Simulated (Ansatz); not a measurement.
System: BaAl4 (I4/mmm, No. 139). Method: PBEsol+SOC (plane waves, PAW; Ansatz, an electronic-structure program).

Settings: plane-wave cutoff 520 eV, 18×18×18 k mesh, Fermi–Dirac smearing 0.05 eV, PAW data made under PBE.

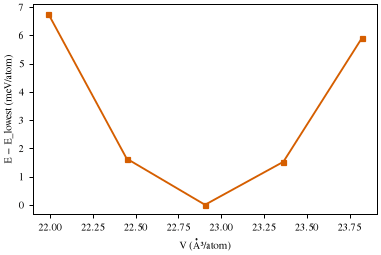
Figure: Total energy against volume

Problem. From the curve, estimate the equilibrium volume and the bulk modulus.

Solution. V0 ≈ 22.9 Å³/atom and B0 ≈ 55 GPa; the fit gives V0 = 22.906 Å³/atom, B0 = 55.1 GPa, B′ = 4.1.

Shape and atoms are relaxed at each volume.

Note: the bulk modulus comes from volumes at which shape and atoms were relaxed.

Computed values are for the static lattice.

Cost on a shared machine: roughly 90 core-minutes.
